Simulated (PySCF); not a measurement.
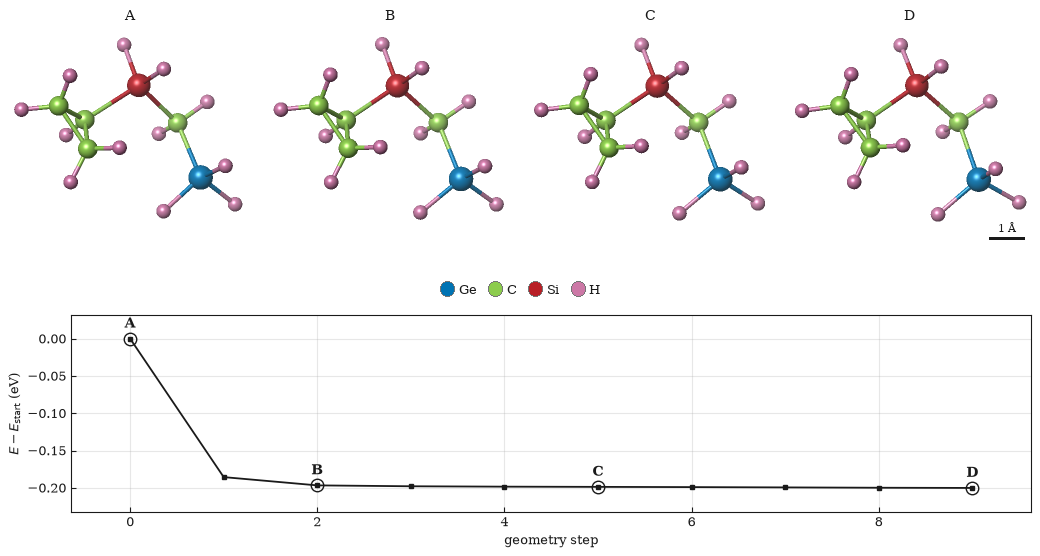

Frames of a relaxation of C4H12GeSi, marked on the history of the run. The picture is a ball-and-stick view, seen at a tilt.

The start comes from GFN2-xTB. Its atoms were then displaced at random by about 0.01 Å.

Computed with PySCF, PBE0-D3(BJ)/def2-SVP geometry optimisation, gas phase. 

**Describe the path.**

The energy falls by 0.200 eV in 9 geometry steps. The atom that moves furthest after the best rigid fit is an H atom (0.37 Å). Largest moves by element: H 0.37 Å, C 0.10 Å, Ge 0.08 Å, Si 0.08 Å. Near-neighbour distances that change, for instance: Ge–H 1.490 → 1.540 Å, C–Si 1.915 → 1.867 Å, H–Si 1.457 → 1.499 Å, C–H 1.062 → 1.097 Å. Bond angles that change, for instance: H–Ge–H 104.9° → 108.7°, C–Ge–H 114.1° → 110.4°, C–C–H 118.2° → 115.2°. From step 0 to 2: an H atom moves most (0.13 Å), energy −0.197 eV. From step 2 to 5: an H atom moves most (0.12 Å), energy −0.002 eV. From step 5 to 9: an H atom moves most (0.18 Å), energy −0.001 eV.

```json
{"step": "0", "E − E(0), eV": "0.0000"}
{"step": "1", "E − E(0), eV": "-0.1857"}
{"step": "2", "E − E(0), eV": "-0.1968"}
{"step": "3", "E − E(0), eV": "-0.1980"}
{"step": "4", "E − E(0), eV": "-0.1985"}
{"step": "5", "E − E(0), eV": "-0.1988"}
{"step": "6", "E − E(0), eV": "-0.1991"}
{"step": "7", "E − E(0), eV": "-0.1995"}
{"step": "8", "E − E(0), eV": "-0.1999"}
{"step": "9", "E − E(0), eV": "-0.2002"}
```
